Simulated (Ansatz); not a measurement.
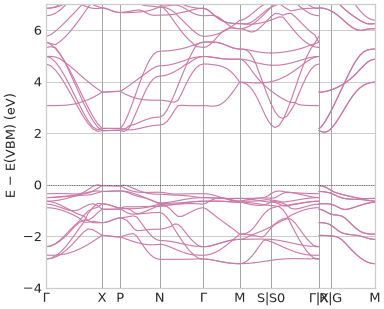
Band structure from the program Ansatz at the PBE level (PAW)

The gap is 2.03 eV; an edge lies off the plotted path or next to a special point (maximum on the Γ–X line, 93 % of the way from Γ, minimum off the standard path).

The material is PbI$_{2}$ (anatase, space group No. 141).

Space group I4_1/amd (anatase). A made-up cell: these elements were put on the sites of a structure type; neither database checked (COD, Materials Project) lists it. It is not the phase usual at ambient conditions (space group No. 164). Symmetry was held in the PBE relaxation; whether a distortion lowers the energy is not shown. Spin–orbit coupling is left out wherever it is not named.

Potentials: the later of the program's two PAW sets.
